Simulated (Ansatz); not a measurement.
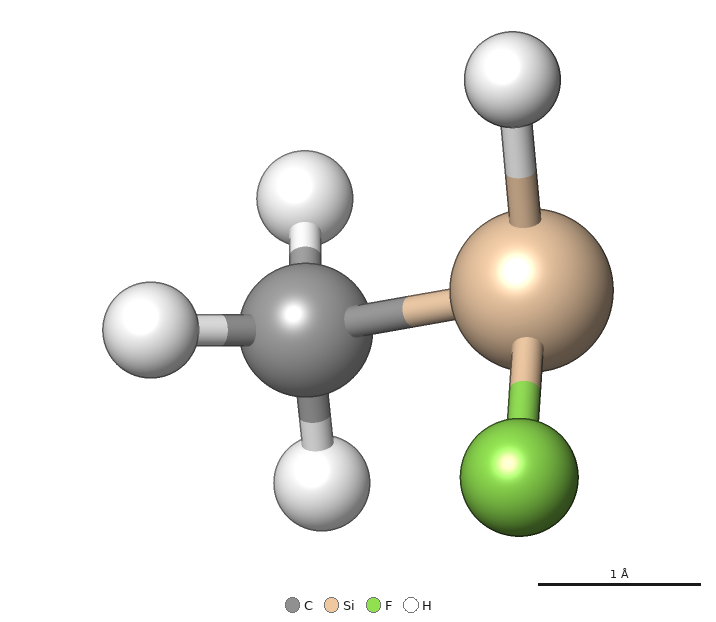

A ball-and-stick model of a molecule.

The species is neutral and a spin doublet. Computed geometry: PBE0-D4/def2-TZVP optimisation.

**What is the molecular formula?**

CH₄FSi, 7 atoms: 1 carbon, 4 hydrogen, 1 fluorine and 1 silicon.

**Name some functional groups or characteristic bonds that it holds.**

Among them: Si–H bond.

**Count the bonded pairs by element.**

3 C–H, 1 C–Si, 1 F–Si, 1 Si–H.

**Describe its rings.**

It has no ring.

**Write the SMILES.**

C[SiH]F

The parts below concern this one geometry. Atoms keep their numbers from picture to picture.

Symmetry

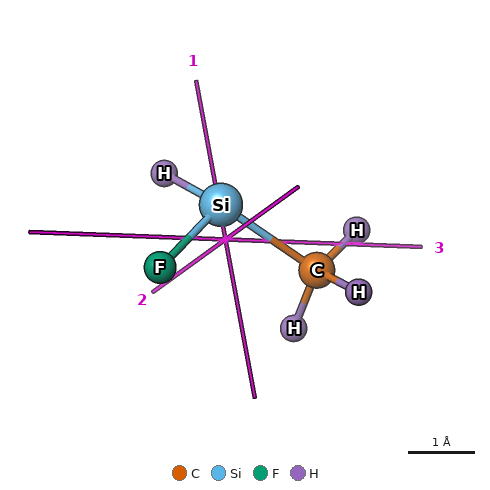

The three principal axes of inertia are drawn and numbered. Atoms fade into the background with distance from the viewer. Masses are those of the most abundant isotopes; constants are for the rigid equilibrium geometry.

**Which line is the a axis (least moment of inertia), which b and which c?**

a is line 3, b is line 1, c is line 2; the moments are 22.3, 73.8, 90.3 u Å².

**What kind of rotor is it, and what are its rotational constants in MHz?**

An asymmetric top (C1): A = 22620, B = 6852, C = 5598 MHz. Ray's parameter κ is −0.85, close to the prolate limit.

Electronic properties

Method: UKS BHLYP-D4/def2-TZVPP (Ansatz 0.2.0).

Predict the main results.

- HOMO energy (Kohn–Sham orbital): −7.11 eV
- ⟨S²⟩ of the determinant: 0.752
- dispersion correction: −11.7 kJ/mol

Vibrations

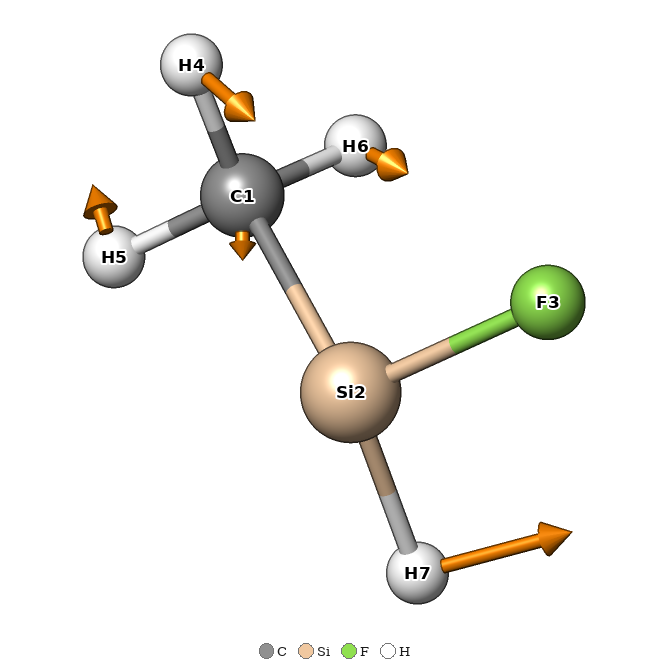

The arrows show one normal mode. Harmonic vibrations computed with UKS PBE0-D4/def2-TZVP (Ansatz 0.2.0) at a stationary point of the same level.

**Estimate its harmonic wavenumber.**

752 cm⁻¹; it is mode 5 of 15 counted from the lowest.

Thermal motion

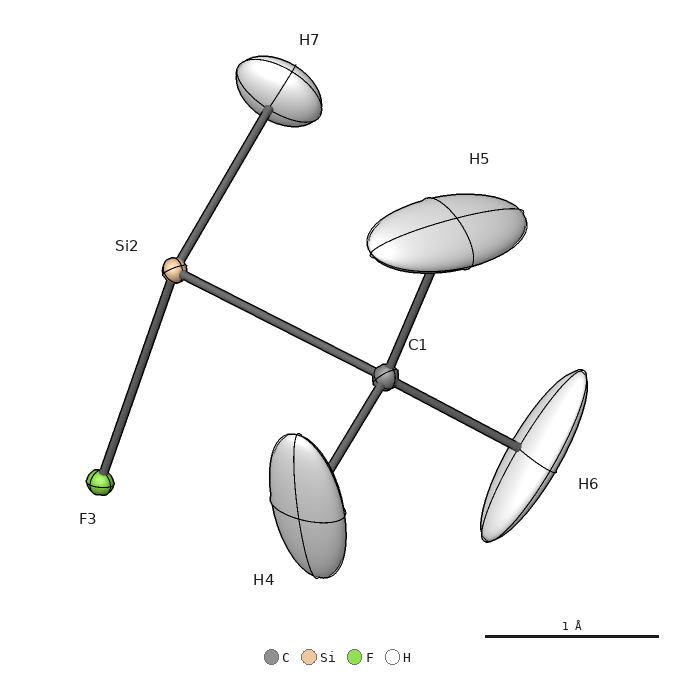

Displacement ellipsoids at the 50 % level, from the internal vibrations of the free molecule (harmonic, no overall translation or rotation; no half-axis is drawn under 0.075 Å). Vibrations computed with UKS PBE0-D4/def2-TZVP (Ansatz 0.2.0). Temperature: 400 K.

**Which atom has the largest mean-square displacement?**

H5, with U_eq = 0.0628 Å².

**Does H4 move more along its bond or across it?**

Across it: the root-mean-square amplitude is 0.074 Å along the bond and up to 0.375 Å across, since bending and torsion are softer than stretching.

Give the displacement parameters, one line for each set of equivalent atoms.

```json
{"atom": "C1", "U_eq (Å²)": "0.0017", "rms amplitudes (Å)": "0.021, 0.033, 0.060"}
{"atom": "Si2", "U_eq (Å²)": "0.00094", "rms amplitudes (Å)": "0.019, 0.029, 0.040"}
{"atom": "F3", "U_eq (Å²)": "0.0018", "rms amplitudes (Å)": "0.025, 0.036, 0.059"}
{"atom": "H4", "U_eq (Å²)": "0.0566", "rms amplitudes (Å)": "0.074, 0.155, 0.375"}
{"atom": "H5", "U_eq (Å²)": "0.0628", "rms amplitudes (Å)": "0.088, 0.165, 0.392"}
{"atom": "H6", "U_eq (Å²)": "0.0563", "rms amplitudes (Å)": "0.074, 0.163, 0.370"}
{"atom": "H7", "U_eq (Å²)": "0.0216", "rms amplitudes (Å)": "0.093, 0.157, 0.178"}
```
